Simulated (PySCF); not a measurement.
Bond stretch in SiH, doublet.

- ROHF/cc-pVTZ (PySCF)
- UHF/6-31G* = unrestricted Hartree-Fock/6-31G*, spherical d in PySCF 2.14.0
- UKS-M06-2X/6-31G* = PySCF with unrestricted M06-2X/6-31G*, spherical d

Energies are in kJ/mol, each relative to the lowest point of its own curve near equilibrium.

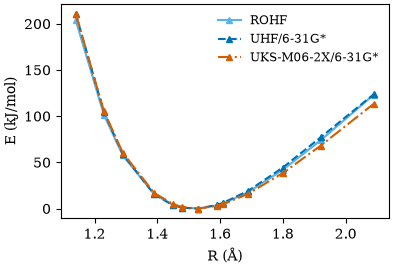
Energy against bond length for each method.

```json
[
 {"R / Å": "1.14", "ROHF": "204.1", "UHF/6-31G*": "211.0", "UKS-M06-2X/6-31G*": "210.7"},
 {"R / Å": "1.23", "ROHF": "101.4", "UHF/6-31G*": "104.4", "UKS-M06-2X/6-31G*": "105.4"},
 {"R / Å": "1.29", "ROHF": "57.5", "UHF/6-31G*": "58.8", "UKS-M06-2X/6-31G*": "60.4"},
 {"R / Å": "1.39", "ROHF": "15.4", "UHF/6-31G*": "15.4", "UKS-M06-2X/6-31G*": "16.9"},
 {"R / Å": "1.45", "ROHF": "3.9", "UHF/6-31G*": "3.7", "UKS-M06-2X/6-31G*": "4.8"},
 {"R / Å": "1.48", "ROHF": "1.1", "UHF/6-31G*": "0.9", "UKS-M06-2X/6-31G*": "1.6"},
 {"R / Å": "1.53", "ROHF": "0.0", "UHF/6-31G*": "0.0", "UKS-M06-2X/6-31G*": "0.0"},
 {"R / Å": "1.59", "ROHF": "3.5", "UHF/6-31G*": "3.9", "UKS-M06-2X/6-31G*": "2.9"},
 {"R / Å": "1.61", "ROHF": "5.6", "UHF/6-31G*": "6.2", "UKS-M06-2X/6-31G*": "4.8"},
 {"R / Å": "1.69", "ROHF": "17.9", "UHF/6-31G*": "19.3", "UKS-M06-2X/6-31G*": "16.1"},
 {"R / Å": "1.80", "ROHF": "42.0", "UHF/6-31G*": "44.4", "UKS-M06-2X/6-31G*": "38.5"},
 {"R / Å": "1.92", "ROHF": "73.8", "UHF/6-31G*": "77.0", "UKS-M06-2X/6-31G*": "68.0"},
 {"R / Å": "2.09", "ROHF": "123.3", "UHF/6-31G*": "123.8", "UKS-M06-2X/6-31G*": "113.5"}
]
```

At the longest distance, 2.09 Å, UHF/6-31G* lies highest above its minimum (123.8 kJ/mol) and UKS-M06-2X/6-31G* lowest (113.5 kJ/mol).

The scan ran from 1.14 to 6.11 Å; beyond the distances shown one of the unrestricted levels run for this scan, shown here or not, changes its spin distribution in one step. The unrestricted determinant behind UHF/6-31G* is spin-contaminated at 2.09 Å (<S²> up to 0.9, against 0.75 for a pure doublet).
